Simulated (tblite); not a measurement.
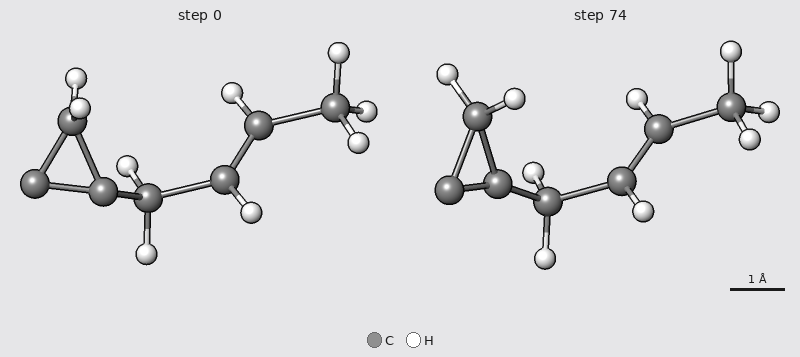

The structure of C7H9 (multiplicity 2) before (left) and after (right) a relaxation, at one scale.

A ball-and-stick model, seen at a tilt.

These are results of GFN2-xTB geometry optimisation, gas phase (tblite 0.8.0), not measurements. 

### Summarise the run.

The largest move after the best rigid fit is that of an H atom, 0.71 Å. By element the largest moves are H 0.71 Å, C 0.54 Å. Some distances before and after: C–C 1.508 → 1.588 Å, C–C 1.416 → 1.483 Å, C–C 1.498 → 1.464 Å, C–C 1.348 → 1.322 Å. Among the angles between lasting bonds that change: C–C–C 127.6° → 161.5°, C–C–C 120.6° → 137.4°, C–C–H 113.9° → 118.4°. The energy falls by 91.8 kJ/mol in 74 geometry steps. The run took 0.42 s on 1 thread of Arm Neoverse V1 (shared host).
